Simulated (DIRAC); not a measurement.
**MP2/dyall-v2z (sfX2C, uncontracted yes, window high 13.91 Eh, window low -1.033 Eh) run of SCl2O2 (sulfuryl chloride)**

Aim: the energy of SCl2O2 (sulfuryl chloride). 

Program for the calculation: DIRAC 26.1 (patched).

4 further runs of the same task are left out: 4 set aside as unsound or not needed.

### Step 1. The structure to begin with

SCl2O2 has 5 atoms, charge 0, and is taken as a singlet. As SMILES, `O=S(=O)(Cl)Cl`. The coordinates come from a PBE0-D4/def2-TZVP, symmetrised relaxation.

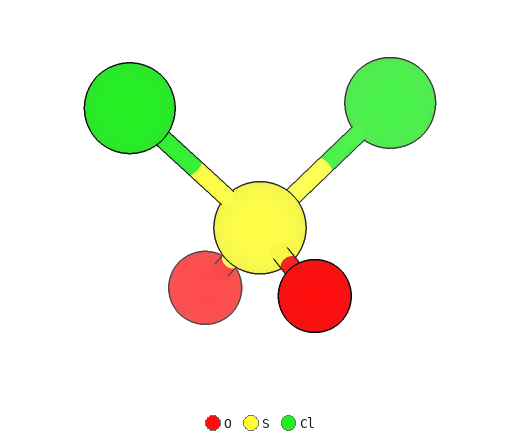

Viewed from a chosen angle; oxygen red, sulfur yellow, chlorine green.

### Step 2. A single-point energy at MP2/dyall-v2z (sfX2C, uncontracted yes, window high 13.91 Eh, window low -1.033 Eh)

mol.xyz reads:

```xyz
5
geometry
O       0.79008776      0.44098500     -1.46602113
S      -0.14457539      0.26751327     -0.41717184
O      -1.45771688      0.79435426     -0.46042069
Cl     -0.28563629     -1.70451506     -0.03951008
Cl      0.71768647      0.90507637      1.28618958
```

calc.inp reads:

```
! Kramers-restricted calculation
**DIRAC
.TITLE
 Cl2O2S
.WAVE FUNCTION
**HAMILTONIAN
.X2C
.SPINFREE
**INTEGRALS
*READIN
.UNCONTRACT
**WAVE FUNCTION
.SCF
.RELCCSD
*SCF
.CLOSED SHELL
 66
**MOLTRA
.ACTIVE
energy -1.033 13.91 0.001
**RELCC
.ENERGY
*CCENER
.NOSD
.NOSDT
**MOLECULE
*BASIS
.DEFAULT
dyall.v2z
*END OF INPUT
```

On the command line:

```bash
$ pam --inp=calc.inp --mol=mol.xyz --noarch --mw=122 --aw=276
```

Q: Predict the results. Wanted: total energy; HOMO energy; LUMO energy; HOMO–LUMO gap; correlation energy.

Computed results:

Level: MP2/dyall-v2z (sfX2C, uncontracted yes, window high 13.91 Eh, window low -1.033 Eh), 21 core and valence orbitals frozen.

| quantity | value |
| --- | --- |
| total energy | -1470.83426 Eh |
| HOMO energy (Hartree–Fock orbitals) | -13.67 eV |
| LUMO energy (Hartree–Fock orbitals) | 0.84 eV |
| HOMO–LUMO gap (Hartree–Fock orbitals) | 14.52 eV |
| correlation energy (21 orbitals frozen) | -634.3 mEh |
